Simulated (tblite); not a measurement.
# C2H12O3SSi3: geometry relaxation

System: C2H12O3SSi3, SMILES CO[SiH2]S[Si@H](OC)O[SiH3].
Method: GFN2-xTB geometry optimisation, gas phase (tblite 0.8.0).

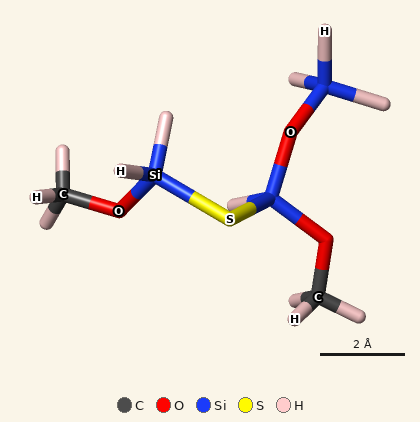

*The input geometry (stick view, seen at a tilt).*

Bond lengths as drawn: C–H 1.09 to 1.10 Å, C–O 1.41 to 1.43 Å, H–Si 1.47 to 1.49 Å, O–Si 1.64 to 1.66 Å and S–Si 2.13 Å.

**The input**
```
{"job": {"xc": "GFN2-xTB", "basis": "xTB", "kind": "relax"}, "charge": 0, "multiplicity": 1}
C      3.707100    -0.112200     1.044300
O      2.480600    -0.555500     0.455500
Si     1.998900     0.131200    -0.957000
S      0.359400    -0.981500    -1.728200
Si    -1.051000    -0.228300    -0.322700
O     -2.406200    -1.190400    -0.397900
C     -2.340900    -2.484000     0.170000
O     -1.427600     1.317700    -0.767500
Si    -2.415000     2.528900    -0.256600
H      3.642900     0.954500     1.303500
H      4.548300    -0.302600     0.382000
H      3.856700    -0.671400     1.973900
H      3.104000     0.073000    -1.919100
H      1.644000     1.555300    -0.734700
H     -0.526900    -0.237700     1.054600
H     -1.626000    -3.123400    -0.341400
H     -3.329300    -2.942800     0.077900
H     -2.099000    -2.450300     1.241500
H     -2.090200     2.872600     1.154700
H     -2.193600     3.735100    -1.092500
H     -3.845000     2.128700    -0.340900
```

The first line tells a small driver script what to run in tblite; the rest is the geometry in Å.

Run as:
```bash
OMP_NUM_THREADS=1 python <driver script> task.json out
```

**What the program printed**
```
step      E/eV     max force
  0    -851.28577    1.306
  1    -851.36844    0.615
  2    -851.41948    0.569
  3    -851.44119    0.392
  4    -851.46140    0.304
  5    -851.47237    0.289
  6    -851.49086    0.302
  7    -851.50458    0.292
  8    -851.51602    0.249
  9    -851.52416    0.203
 10    -851.53256    0.241
 11    -851.54202    0.256
 12    -851.55261    0.215
 13    -851.56096    0.171
 14    -851.56614    0.131
 15    -851.57061    0.174
 16    -851.57605    0.168
 17    -851.58163    0.177
 18    -851.58636    0.181
 19    -851.59012    0.163
 20    -851.59356    0.136
 21    -851.59718    0.116
 22    -851.60078    0.120
 23    -851.60405    0.156
 24    -851.60708    0.148
 25    -851.60958    0.104
 26    -851.61146    0.091
 27    -851.61303    0.080
 28    -851.61450    0.103
 29    -851.61596    0.088
 30    -851.61733    0.082
 31    -851.61852    0.084
 32    -851.61964    0.086
 33    -851.62072    0.095
 34    -851.62165    0.064
 35    -851.62251    0.063
 36    -851.62350    0.070
 37    -851.62481    0.087
 38    -851.62670    0.104
 39    -851.62930    0.110
 40    -851.63222    0.113
 41    -851.63503    0.117
 42    -851.63796    0.132
 43    -851.64108    0.124
 44    -851.64425    0.120
 45    -851.64722    0.132
 46    -851.64828    0.266
 47    -851.65169    0.126
 48    -851.65375    0.099
 49    -851.65711    0.108
 50    -851.65842    0.099
 51    -851.66172    0.125
 52    -851.66504    0.141
 53    -851.66875    0.107
 54    -851.67027    0.159
 55    -851.67266    0.097
 56    -851.67426    0.071
 57    -851.67689    0.103
 58    -851.67892    0.124
 59    -851.68031    0.091
 60    -851.68155    0.084
 61    -851.68279    0.100
 62    -851.68449    0.128
 63    -851.68634    0.130
 64    -851.68820    0.093
 65    -851.68932    0.089
 66    -851.69024    0.083
 67    -851.69098    0.069
 68    -851.69174    0.083
 69    -851.69227    0.056
 70    -851.69277    0.072
 71    -851.69321    0.077
 72    -851.69357    0.041
 73    -851.69388    0.049
 74    -851.69416    0.048
 75    -851.69450    0.056
 76    -851.69478    0.048
 77    -851.69510    0.040
 78    -851.69540    0.044
 79    -851.69578    0.053
 80    -851.69626    0.055
 81    -851.69679    0.056
 82    -851.69728    0.050
 83    -851.69775    0.054
 84    -851.69831    0.086
 85    -851.69904    0.099
 86    -851.69987    0.081
 87    -851.70067    0.055
 88    -851.70145    0.056
 89    -851.70239    0.081
 90    -851.70364    0.109
 91    -851.70502    0.096
 92    -851.70622    0.080
 93    -851.70723    0.073
 94    -851.70825    0.067
 95    -851.70935    0.085
 96    -851.71043    0.077
 97    -851.71132    0.074
 98    -851.71204    0.060
 99    -851.71275    0.077
100    -851.71354    0.084
101    -851.71434    0.075
102    -851.71496    0.055
103    -851.71547    0.051
104    -851.71602    0.053
105    -851.71661    0.081
106    -851.71717    0.064
107    -851.71759    0.037
108    -851.71759    0.037
109    -851.71773    0.030
110    -851.71801    0.032
111    -851.71815    0.041
112    -851.71842    0.040
113    -851.71860    0.037
114    -851.71884    0.054
115    -851.71912    0.059
116    -851.71949    0.048
117    -851.71984    0.058
118    -851.72016    0.056
119    -851.72048    0.048
120    -851.72084    0.059
121    -851.72118    0.051
122    -851.72149    0.051
123    -851.72181    0.042
124    -851.72217    0.052
125    -851.72252    0.045
126    -851.72276    0.033
127    -851.72295    0.045
128    -851.72317    0.047
129    -851.72347    0.055
130    -851.72382    0.047
131    -851.72414    0.032
132    -851.72444    0.043
133    -851.72475    0.044
134    -851.72505    0.039
135    -851.72527    0.033
136    -851.72542    0.025
137    -851.72556    0.026
138    -851.72572    0.033
139    -851.72589    0.033
140    -851.72603    0.026
141    -851.72613    0.025
142    -851.72623    0.030
143    -851.72635    0.027
144    -851.72649    0.028
145    -851.72665    0.031
146    -851.72685    0.037
147    -851.72710    0.042
148    -851.72736    0.043
149    -851.72758    0.041
150    -851.72779    0.032
151    -851.72805    0.044
152    -851.72838    0.048
153    -851.72875    0.043
154    -851.72906    0.047
155    -851.72933    0.041
156    -851.72956    0.029
157    -851.72977    0.035
158    -851.72997    0.039
159    -851.73020    0.046
160    -851.73049    0.052
161    -851.73083    0.054
162    -851.73114    0.037
163    -851.73136    0.026
164    -851.73151    0.023
165    -851.73162    0.023
166    -851.73172    0.022
167    -851.73183    0.025
168    -851.73197    0.026
169    -851.73215    0.036
170    -851.73239    0.044
171    -851.73270    0.050
172    -851.73307    0.047
173    -851.73355    0.046
174    -851.73389    0.042
175    -851.73428    0.042
176    -851.73462    0.041
177    -851.73494    0.039
178    -851.73523    0.035
179    -851.73553    0.034
180    -851.73587    0.047
181    -851.73623    0.055
182    -851.73655    0.039
183    -851.73676    0.027
184    -851.73691    0.025
185    -851.73707    0.030
186    -851.73723    0.034
187    -851.73738    0.028
188    -851.73750    0.033
189    -851.73765    0.033
190    -851.73785    0.041
191    -851.73812    0.049
192    -851.73841    0.042
193    -851.73874    0.059
194    -851.73917    0.072
195    -851.73997    0.094
196    -851.74108    0.102
197    -851.74219    0.079
198    -851.74283    0.069
199    -851.74341    0.049
200    -851.74375    0.051
201    -851.74493    0.056
202    -851.74563    0.067
203    -851.74641    0.053
204    -851.74714    0.079
205    -851.74822    0.099
206    -851.74893    0.153
207    -851.75049    0.063
208    -851.75144    0.051
209    -851.75226    0.057
210    -851.75314    0.058
211    -851.75400    0.080
212    -851.75458    0.071
213    -851.75521    0.056
214    -851.75568    0.054
215    -851.75612    0.047
216    -851.75663    0.074
217    -851.75745    0.079
218    -851.75821    0.072
219    -851.75877    0.055
220    -851.75913    0.044
221    -851.75947    0.053
222    -851.75991    0.055
223    -851.76066    0.053
224    -851.76107    0.048
225    -851.76161    0.041
226    -851.76211    0.053
227    -851.76243    0.058
228    -851.76281    0.042
229    -851.76306    0.055
230    -851.76338    0.041
231    -851.76370    0.047
232    -851.76396    0.031
233    -851.76413    0.027
234    -851.76427    0.033
235    -851.76443    0.039
236    -851.76460    0.031
237    -851.76475    0.026
238    -851.76491    0.027
239    -851.76509    0.029
240    -851.76528    0.030
241    -851.76545    0.032
242    -851.76563    0.033
243    -851.76586    0.052
244    -851.76617    0.060
245    -851.76652    0.044
246    -851.76687    0.049
247    -851.76710    0.040
248    -851.76729    0.044
249    -851.76748    0.041
250    -851.76763    0.029
251    -851.76774    0.027
252    -851.76785    0.024
253    -851.76797    0.030
254    -851.76813    0.038
255    -851.76828    0.035
256    -851.76843    0.024
257    -851.76855    0.018
258    -851.76866    0.022
259    -851.76877    0.028
260    -851.76892    0.031
261    -851.76911    0.028
262    -851.76935    0.032
263    -851.76956    0.029
264    -851.76975    0.034
265    -851.76993    0.036
266    -851.77017    0.042
267    -851.77044    0.056
268    -851.77069    0.032
269    -851.77085    0.026
270    -851.77096    0.022
271    -851.77106    0.020
272    -851.77115    0.018
273    -851.77120    0.015
274    -851.77123    0.017
275    -851.77126    0.016
276    -851.77130    0.017
277    -851.77134    0.017
278    -851.77138    0.017
279    -851.77142    0.016
280    -851.77147    0.021
281    -851.77154    0.028
282    -851.77162    0.027
283    -851.77170    0.022
284    -851.77179    0.021
285    -851.77190    0.031
286    -851.77204    0.037
287    -851.77222    0.034
288    -851.77239    0.034
289    -851.77254    0.027
290    -851.77266    0.033
291    -851.77280    0.033
292    -851.77297    0.028
293    -851.77313    0.034
294    -851.77333    0.045
295    -851.77355    0.050
296    -851.77396    0.052
297    -851.77428    0.049
298    -851.77469    0.048
299    -851.77485    0.051
300    -851.77509    0.045
301    -851.77520    0.027
302    -851.77532    0.026
303    -851.77540    0.027
304    -851.77556    0.035
305    -851.77569    0.032
306    -851.77580    0.019
307    -851.77591    0.020
308    -851.77601    0.025
309    -851.77612    0.025
310    -851.77620    0.017
311    -851.77625    0.013
312    -851.77627    0.016
313    -851.77632    0.016
314    -851.77635    0.011
315    -851.77637    0.007
316    -851.77638    0.007
317    -851.77639    0.008
318    -851.77640    0.006
319    -851.77641    0.005
320    -851.77641    0.004
321    -851.77642    0.005
322    -851.77642    0.007
323    -851.77643    0.006
324    -851.77644    0.005
325    -851.77644    0.006
326    -851.77645    0.006
327    -851.77645    0.005
328    -851.77646    0.005
329    -851.77646    0.007
330    -851.77647    0.008
331    -851.77648    0.009
332    -851.77649    0.009
333    -851.77649    0.007
334    -851.77650    0.008
335    -851.77651    0.007
336    -851.77652    0.008
337    -851.77654    0.007
338    -851.77655    0.008
339    -851.77656    0.010
340    -851.77658    0.013
341    -851.77661    0.011
342    -851.77663    0.011
343    -851.77665    0.010
344    -851.77666    0.013
345    -851.77668    0.018
346    -851.77670    0.017
347    -851.77672    0.010
348    -851.77673    0.007
349    -851.77675    0.009
350    -851.77676    0.011
351    -851.77677    0.008
352    -851.77678    0.009
353    -851.77679    0.007
354    -851.77680    0.010
355    -851.77682    0.008
356    -851.77683    0.007
357    -851.77684    0.007
358    -851.77684    0.006
359    -851.77685    0.006
360    -851.77685    0.005
361    -851.77686    0.005
362    -851.77686    0.006
363    -851.77687    0.004
364    -851.77687    0.006
365    -851.77687    0.005
366    -851.77688    0.004
```

**Trajectory as extended XYZ (Å, eV, eV/Å), 5 of the 12 frames kept, from step=0 to step=366**
```
21
Properties=species:S:1:pos:R:3:forces:R:3 step=0 energy=-851.28577
C     3.7071   -0.1122    1.0443   -0.6980  -0.2040   0.3660
O     2.4806   -0.5555    0.4555    0.6040   0.6330  -0.2990
Si    1.9989    0.1312   -0.9570    0.4600   0.3340   0.3360
S     0.3594   -0.9815   -1.7282    0.1060   0.0660   0.1550
Si   -1.0510   -0.2283   -0.3227   -1.1410   0.2420  -0.1110
O    -2.4062   -1.1904   -0.3979    1.1680   0.3810   0.4420
C    -2.3409   -2.4840    0.1700   -0.5480   0.0080   0.1240
O    -1.4276    1.3177   -0.7675   -0.1390  -0.7050   0.5300
Si   -2.4150    2.5289   -0.2566   -0.3520   0.2140   0.1370
H     3.6429    0.9545    1.3035    0.0760  -0.2720  -0.2550
H     4.5483   -0.3026    0.3820   -0.0620   0.1220  -0.0820
H     3.8567   -0.6714    1.9739   -0.1100  -0.0240  -0.1730
H     3.1040    0.0730   -1.9191   -0.2300  -0.0900  -0.0210
H     1.6440    1.5553   -0.7347    0.0440  -0.4100  -0.0560
H    -0.5269   -0.2377    1.0546   -0.1400   0.0790  -0.3350
H    -1.6260   -3.1234   -0.3414    0.1900   0.1140  -0.0890
H    -3.3293   -2.9428    0.0779    0.0040   0.1450  -0.1050
H    -2.0990   -2.4503    1.2415    0.0890   0.1200  -0.2630
H    -2.0902    2.8726    1.1547    0.0050  -0.2060  -0.3680
H    -2.1936    3.7351   -1.0925    0.1720  -0.5350   0.0690
H    -3.8450    2.1287   -0.3409    0.5040  -0.0110  -0.0010
21
Properties=species:S:1:pos:R:3:forces:R:3 step=99 energy=-851.71275
C     3.6780    0.1648    1.0105   -0.0090  -0.0050  -0.0090
O     2.4818   -0.1821    0.3786   -0.0260  -0.0110  -0.0020
Si    1.9327    0.3412   -1.0475    0.0150   0.0140  -0.0140
S     0.2157   -0.8594   -1.4061   -0.0500  -0.0390   0.0440
Si   -0.9506   -0.4373    0.3393    0.0000  -0.0290   0.0260
O    -2.3732   -1.1829    0.2137    0.0250   0.0050   0.0050
C    -2.6411   -2.5332   -0.0377    0.0000   0.0470  -0.0190
O    -1.2864    1.1348    0.4154   -0.0230  -0.0240  -0.0100
Si   -2.1234    2.3538   -0.2621    0.0530   0.0360  -0.0140
H     3.6954    1.2308    1.2441    0.0080   0.0070   0.0140
H     4.5266   -0.0675    0.3656    0.0490   0.0100   0.0110
H     3.7517   -0.4134    1.9313    0.0000   0.0100   0.0070
H     2.8330    0.0196   -2.1494   -0.0270   0.0210   0.0140
H     1.6266    1.7683   -0.9985   -0.0150  -0.0250  -0.0220
H    -0.2539   -0.7341    1.5786   -0.0030   0.0110  -0.0500
H    -2.0391   -2.8969   -0.8728   -0.0060   0.0040   0.0170
H    -3.7006   -2.6106   -0.2837    0.0140  -0.0490  -0.0030
H    -2.4256   -3.1351    0.8489   -0.0020   0.0270  -0.0300
H    -2.0456    3.3695    0.7851   -0.0030   0.0050  -0.0120
H    -1.4232    2.7488   -1.4873    0.0110  -0.0020   0.0210
H    -3.4880    1.9377   -0.5665   -0.0120  -0.0130   0.0250
21
Properties=species:S:1:pos:R:3:forces:R:3 step=199 energy=-851.74341
C     3.4795    0.5852    1.0014    0.0150   0.0090  -0.0050
O     2.3533   -0.0072    0.4245    0.0120   0.0150  -0.0120
Si    1.8189    0.2007   -1.0854   -0.0170  -0.0190   0.0290
S     0.2406   -1.2160   -1.2612    0.0170   0.0420  -0.0190
Si   -0.9786   -0.6849    0.4162   -0.0050   0.0150   0.0150
O    -2.4542   -1.2831    0.1715    0.0100  -0.0080   0.0210
C    -2.7874   -2.5906   -0.1974   -0.0050  -0.0120  -0.0110
O    -1.1601    0.9087    0.5293    0.0130  -0.0050  -0.0260
Si   -1.6633    2.3147   -0.1084    0.0000   0.0190   0.0170
H     3.3051    1.6484    1.1782   -0.0190  -0.0060   0.0260
H     4.3462    0.4825    0.3458    0.0240  -0.0110   0.0200
H     3.6771    0.0823    1.9482   -0.0100   0.0240  -0.0050
H     2.8091   -0.1931   -2.0795   -0.0320  -0.0260  -0.0200
H     1.3624    1.5697   -1.3094    0.0090  -0.0220  -0.0050
H    -0.3776   -1.0906    1.6742   -0.0080   0.0140  -0.0230
H    -2.1061   -2.9578   -0.9662    0.0050  -0.0130  -0.0120
H    -3.8060   -2.5790   -0.5838   -0.0170   0.0020  -0.0030
H    -2.7354   -3.2524    0.6700    0.0060   0.0150   0.0020
H    -0.9937    3.2867    0.7564   -0.0010  -0.0100  -0.0260
H    -1.2187    2.4135   -1.5014   -0.0100  -0.0030   0.0250
H    -3.1197    2.3794   -0.0236    0.0140  -0.0210   0.0130
21
Properties=species:S:1:pos:R:3:forces:R:3 step=266 energy=-851.77017
C     3.0575    1.0255    0.9951   -0.0120  -0.0010   0.0020
O     2.1626    0.1442    0.3843    0.0220   0.0070   0.0180
Si    1.8541   -0.0258   -1.1902    0.0020  -0.0070  -0.0070
S     0.2926   -1.4666   -1.2610   -0.0070   0.0040   0.0170
Si   -0.8988   -0.8948    0.4271    0.0080   0.0200   0.0090
O    -2.4240   -1.3204    0.1303    0.0150   0.0100   0.0180
C    -2.8876   -2.5499   -0.3481    0.0070   0.0030   0.0020
O    -0.9311    0.6986    0.6289   -0.0080  -0.0010  -0.0130
Si   -1.2309    2.2121    0.1333    0.0290   0.0050   0.0300
H     2.6558    2.0418    0.9844    0.0080  -0.0280  -0.0130
H     4.0223    1.0213    0.4828   -0.0160   0.0010   0.0190
H     3.1912    0.7028    2.0278    0.0060   0.0070  -0.0060
H     2.9647   -0.6278   -1.9170   -0.0050   0.0090   0.0040
H     1.4341    1.2345   -1.7962   -0.0040   0.0100  -0.0240
H    -0.3576   -1.4356    1.6620   -0.0120   0.0200  -0.0330
H    -2.2118   -2.9451   -1.1077   -0.0030  -0.0160  -0.0210
H    -3.8756   -2.3892   -0.7787   -0.0090  -0.0090  -0.0030
H    -2.9589   -3.2663    0.4726   -0.0040  -0.0080   0.0080
H     0.0055    2.9376    0.4456   -0.0160  -0.0160   0.0030
H    -1.5060    2.2496   -1.3022   -0.0010  -0.0110  -0.0100
H    -2.3670    2.6704    0.9264    0.0010   0.0020  -0.0010
21
Properties=species:S:1:pos:R:3:forces:R:3 step=366 energy=-851.77688
C     2.9559    1.0111    1.0014    0.0020   0.0000   0.0010
O     2.0291    0.2036    0.3408    0.0000   0.0010  -0.0010
Si    1.8159    0.0251   -1.2503    0.0010   0.0000   0.0000
S     0.1927   -1.3388   -1.3901   -0.0010   0.0000  -0.0010
Si   -0.9452   -0.8638    0.3641    0.0010   0.0010   0.0000
O    -2.4463   -1.4045    0.1495    0.0000   0.0010   0.0010
C    -2.8432   -2.6679   -0.2986    0.0010   0.0010  -0.0020
O    -1.1128    0.7169    0.5828    0.0000   0.0010   0.0020
Si   -1.1340    2.2818    0.1729    0.0030   0.0010   0.0020
H     2.8110    2.0611    0.7385    0.0000  -0.0030  -0.0020
H     3.9757    0.7217    0.7389    0.0000   0.0010   0.0010
H     2.8057    0.8831    2.0732    0.0020   0.0020   0.0000
H     2.9447   -0.6300   -1.8995   -0.0030   0.0000   0.0020
H     1.4958    1.2973   -1.8939    0.0010  -0.0010  -0.0020
H    -0.3015   -1.3805    1.5579   -0.0010  -0.0010   0.0000
H    -2.2250   -2.9909   -1.1381    0.0010  -0.0020  -0.0020
H    -3.8846   -2.5988   -0.6127   -0.0010  -0.0010   0.0010
H    -2.7543   -3.3974    0.5094    0.0000   0.0010   0.0000
H     0.1666    2.8205    0.5828   -0.0030  -0.0020   0.0000
H    -1.3185    2.4205   -1.2717   -0.0020   0.0010  -0.0030
H    -2.2368    2.8469    0.9422   -0.0030   0.0010   0.0010
```

**Summary**

- outcome: converged
- total energy: −851.7769 eV
- hardware: 1 CPU thread, shared host
- wall time: 4.3 s
- peak memory: 0.24 GiB
